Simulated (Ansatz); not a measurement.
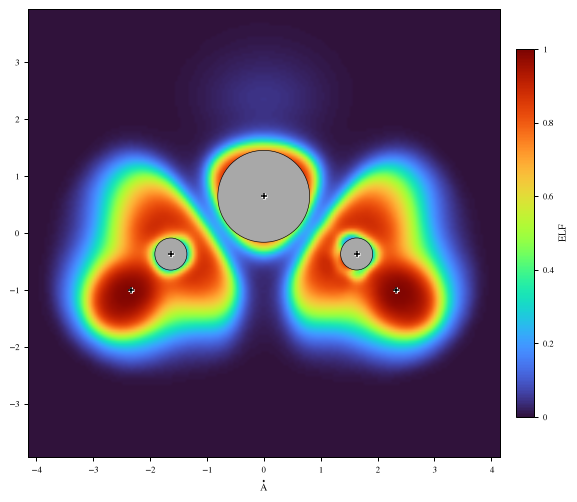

The electron localisation function on a plane through atoms (crosses mark nuclei in the plane; grey discs cover the cores).

Level of theory: Ansatz 0.2.0, RKS PBE0-D4/def2-TZVPP.

Candidates:
A. FH4NO2Zr (SMILES [NH2][Zr]([OH])([OH])[F])
B. CH7MoN3 (SMILES [CH3][Mo](=[NH])(=[NH])[NH2])
C. ClH4N2NbS (SMILES [NH2][Nb]([NH2])(=[S])[Cl])

**Which system is this?**

Candidate A: FH4NO2Zr on the plane of atoms O3, Zr2 and O4, which holds Zr, O and H. Zr–O (1.92 Å): the ELF peaks at about 0.80 in the valence shell of O, 0.5 Å from its nucleus, and drops to about 0.20 between the two atoms. O–H (0.95 Å): the ELF climbs to about 1 towards the hydrogen, as it does in any bond to H; an ordinary covalent bond to hydrogen.
